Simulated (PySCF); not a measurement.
System: C5H13Si2 (doublet).

```yaml
atoms:
  - { symbol: C, position_ang: [-2.5512, -1.0136, -0.0678] }
  - { symbol: C, position_ang: [-1.2951, -0.2636, -0.4929] }
  - { symbol: C, position_ang: [-0.3528, -0.0126, 0.6893] }
  - { symbol: C, position_ang: [0.9149, 0.6569, 0.2438] }
  - { symbol: Si, position_ang: [0.9648, 2.5248, 0.2787] }
  - { symbol: C, position_ang: [1.9591, -0.0909, -0.2195] }
  - { symbol: Si, position_ang: [2.0990, -1.8953, -0.3656] }
  - { symbol: H, position_ang: [-3.2053, -1.1850, -0.9200] }
  - { symbol: H, position_ang: [-2.2920, -1.9784, 0.3641] }
  - { symbol: H, position_ang: [-3.1014, -0.4447, 0.6786] }
  - { symbol: H, position_ang: [-0.7625, -0.8397, -1.2543] }
  - { symbol: H, position_ang: [-1.5712, 0.6954, -0.9367] }
  - { symbol: H, position_ang: [-0.8708, 0.6110, 1.4222] }
  - { symbol: H, position_ang: [-0.1221, -0.9707, 1.1666] }
  - { symbol: H, position_ang: [-0.0379, 3.1054, -0.6273] }
  - { symbol: H, position_ang: [2.2946, 2.9859, -0.1263] }
  - { symbol: H, position_ang: [0.6650, 3.0096, 1.6339] }
  - { symbol: H, position_ang: [2.8390, 0.4538, -0.5502] }
  - { symbol: H, position_ang: [1.0669, -2.8781, -0.0894] }
  - { symbol: H, position_ang: [3.3539, -2.4596, -0.8303] }
```

Geometry: GFN2-xTB.

All numbers below come from UKS B3LYP, pcH-1 on C H Si, non-relativistic, mean-field spin-orbit, GIAO in PySCF.

What can the converged electron density, electron localisation function and spin density tell about the bonding?

Answer. C–C (1.37 Å): ρ is about 2.1 e/Å³ halfway; the ELF peaks at about 0.95 between the atoms (a covalent bond).
C–Si (1.82 Å): the density is about 1 e/Å³ at the midpoint; the ELF peaks at about 0.95 between the atoms: a covalent bond.
C–H (1.09 Å): ρ at the midpoint is about 2 e/Å³; the ELF climbs to about 1 towards the hydrogen, as it does in any bond to H (an ordinary covalent bond to hydrogen).
C–C (1.50 Å): ρ at the midpoint is about 1.7 e/Å³; the ELF peaks at about 0.95 between the atoms, as expected for a shared electron pair.
The unpaired spin (1 electron) lies mostly on Si7 (about 0.7) and C4 (about 0.2), in electrons by Hirshfeld's partition.

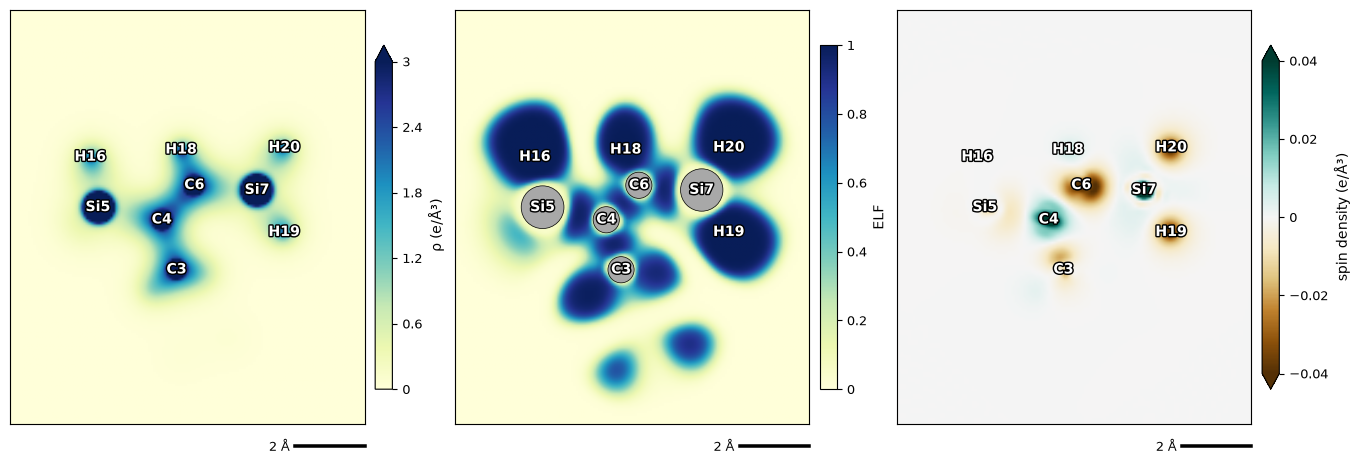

Computed electron density, electron localisation function and spin density on the plane of atoms C4, C6 and Si7, in this order. Grey discs cover the atomic cores in the ELF map. 
